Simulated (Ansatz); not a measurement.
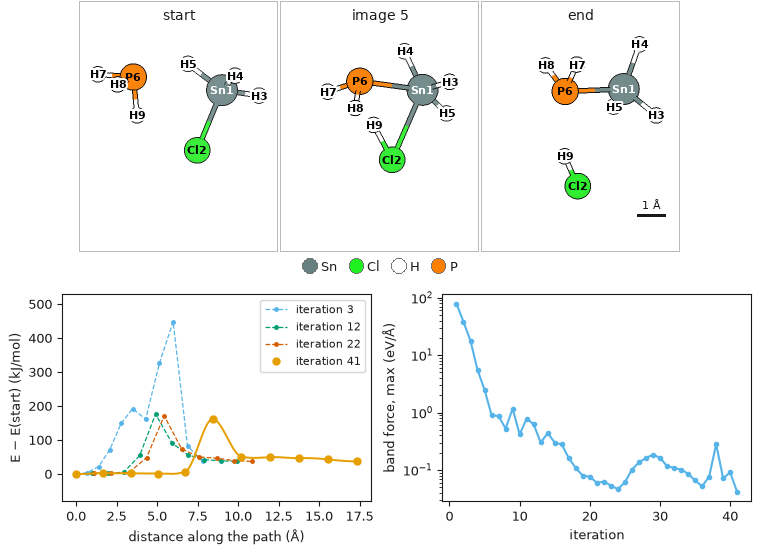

NEB run on SnPH6Cl, made up at the start of SnH3Cl and PH₃. Images are numbered from 0 (start) to 10 (end). The plot follows the band through its iterations. Style: ball-and-stick. Shown at a tilt.

The calculation used Ansatz, RKS PBE-D4/def2-SVP. Settings: 9 movable images; climbing image; force threshold 0.05 eV/Å; iteration limit 60; starting path through a guess of the saddle point.

**Did the band converge, and can the barrier be trusted?**

The run is converged, with reservations. The band converged in 41 iterations. The largest component of the band force went from 79 to 0.041 eV/Å. The climbing image converged on the top of the path. Its vibrational analysis gives one imaginary mode (853i cm⁻¹), as a transition state must have. The first iteration put the highest image at 2396.9 kJ/mol. The energy climbs by 161.6 kJ/mol to image 5 and then falls by 124.6 kJ/mol, so the end point sits at +37.0 kJ/mol.

Limits of the set-up: the start holds two separate molecules, 3.0 Å apart at their closest, whose relative position is a soft coordinate.

Cost: 9 min on 2 threads of Arm Neoverse V1, with other jobs on the host, peak memory 0.13 GiB.
